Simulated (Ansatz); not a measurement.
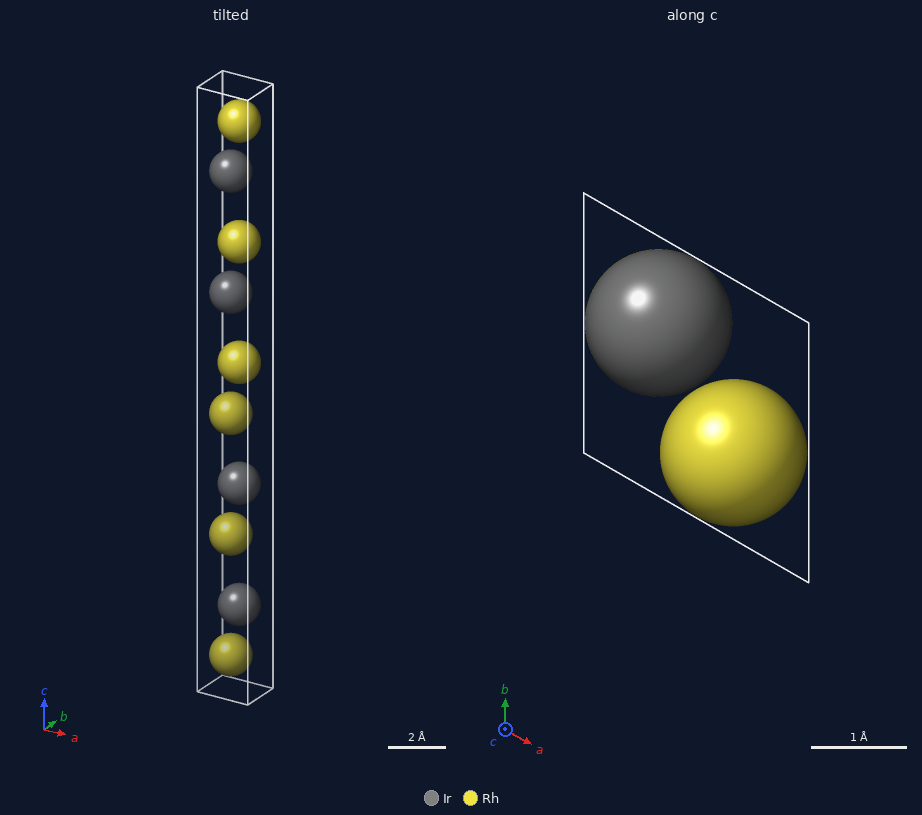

Crystal structure, spheres-only style, seen slightly off an axis and along the c axis. The conventional unit cell is drawn as a box.

Ir₂Rh₃, space group P6_3/mmc (No. 194), a = 2.735 Å, b = 2.735 Å, c = 22.028 Å, α = 90.00°, β = 90.00°, γ = 120.00°. The model was built from a structure type filled with these elements by a generator (whether the compound takes this form wasn't checked). Earlier steps of the study, as a rule a relaxation of our own, may have changed the cell and positions, so they can lie some per cent off the listed ones. It was run through Ansatz as a DFT input.

This one geometry was computed with Ansatz (DFT, plane waves, PAW) at three levels of theory: PBEsol, PBE and r2SCAN.

> Which level gives the highest pressure at this volume, and what does that say about its equilibrium volume?

Highest: PBE (0.0 GPa), which points to the largest equilibrium volume. Lowest, with the smallest volume: PBEsol (-10.7 GPa). Levels within 0.5 GPa of each other can't be told apart.

> How does the band gap change with the level of theory?

All levels give a metal.

> Collect the results in a table.

| level | cutoff (eV) | k-mesh of the run's cell | gap (eV) | pressure (GPa) |
| --- | --- | --- | --- | --- |
| PBEsol | 420 | 18×18×2 | metal | -10.7 |
| PBE | 420 | 18×18×2 | metal | 0.0 |
| r2SCAN | 500 | 18×18×2 | metal | -6.7 |

Gaps are taken on the k-mesh or band path of each run.
